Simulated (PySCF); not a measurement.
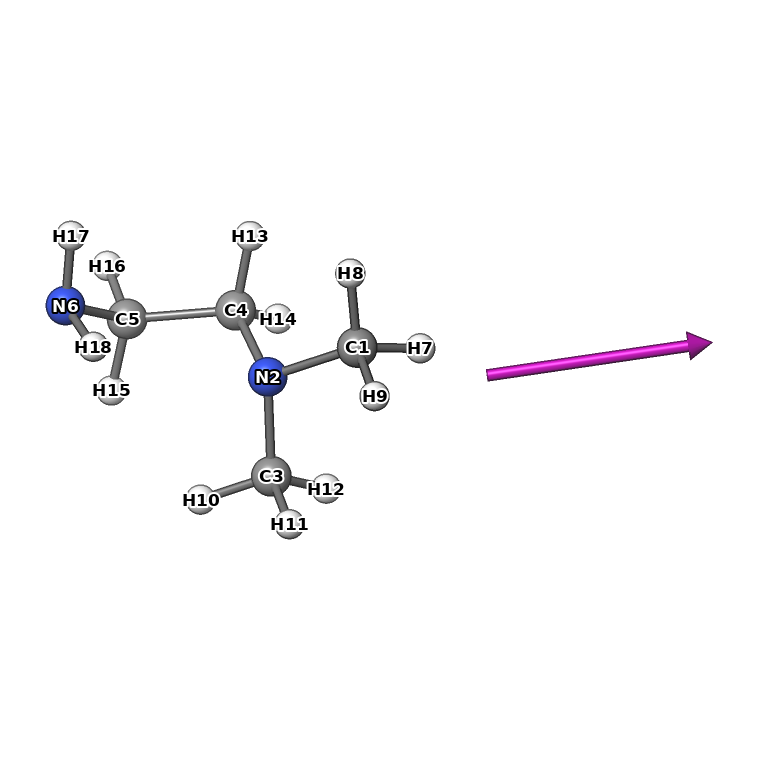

The arrow beside the molecule shows the direction of the dipole moment, from the negative to the positive end (its length means nothing). The geometry was computed by an optimisation with PBE0-D3(BJ)/def2-SVP. No frequency run is at hand to confirm it as a minimum. Level of theory: CAM-B3LYP/def2-SVPD, gas phase (PySCF 2.14.0).

> How large is the dipole moment?

1.94 D; it points from the side of N6 to the side of H7 (the outermost atoms at the two ends).
